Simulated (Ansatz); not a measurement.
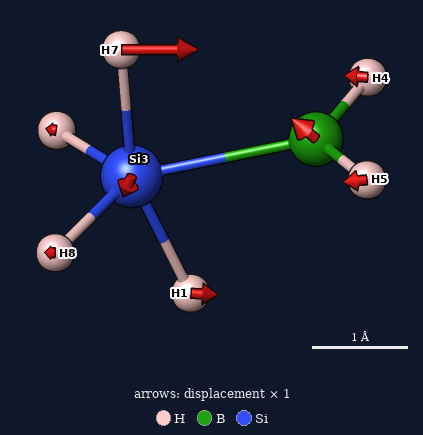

A constrained relaxation of BSiH6 (multiplicity 2). The starting structure is drawn; red arrows show the displacements, at their true length. The two geometries are superimposed by the best rigid fit.

A ball-and-stick model, seen from a free direction.

The reaction that was planned forms H1–Si3 and breaks H1–B2 (atoms numbered from 1 in input order).

All numbers below come from Ansatz 0.2.0, UKS PBE0-D4/def2-SVP.

The input:
```yaml
crystal:
  periodic: [false, false, false]
  atoms:
    - {symbol: H, position_ang: [0.055800, -1.479400, 0.673300]}
    - {symbol: B, position_ang: [-1.200000, 0.340700, -0.051000]}
    - {symbol: Si, position_ang: [0.718600, -0.204400, 0.030300]}
    - {symbol: H, position_ang: [-1.651600, 0.918800, 0.848700]}
    - {symbol: H, position_ang: [-1.815900, 0.067800, -0.995500]}
    - {symbol: H, position_ang: [1.602700, 0.079300, 1.168800]}
    - {symbol: H, position_ang: [0.878400, 1.213300, -0.636100]}
    - {symbol: H, position_ang: [1.412000, -0.936100, -1.038600]}
basis:
  gaussian: {orbitals: def2-SVP}
magnetization: {spin_polarized: true, initial_magnetization: 1}
hamiltonian: {xc: pbe0, dispersion: d4}
relax: {f_tol: 0.04, max_steps: 150, escape_saddle: false, constraints: [{distance: [0, 2]}, {distance: [0, 1]}]}
```

Command:
```bash
ansatz run in.yaml --threads 2 --pin off --events-out ev --progress --plain --max-ram 4352MiB
```

Question: Atoms of which element are displaced furthest, and by how much?

Answer: Hydrogen: up to 0.83 Å, against 0.38 Å for boron.

Question: What did the optimiser do to the structure, and how much energy did it gain?

Answer: H7 moves most after the best rigid fit: 0.83 Å. By element the largest moves are H 0.83 Å, B 0.38 Å, Si 0.29 Å. Among the contacts that change: B2–H7 2.329 → 1.265 Å, Si3–H7 1.575 → 2.017 Å, B2–H4 1.161 → 1.206 Å, B2–Si3 1.996 → 2.032 Å. New bonds form: B2–H7 (2.33 → 1.26 Å). Bond angles that change, for instance: H1–Si3–H6 95.3° → 113.9°, Si3–B2–H4 118.6° → 109.7°, B2–Si3–H6 123.9° → 116.8°. After 8 accepted moves (9 points after the start) the energy has fallen by 133.4 kJ/mol. Largest force component: 1 eV/Å at the start, 0.023 eV/Å at the end. The line search rejected the trial step at point 5 of the run.
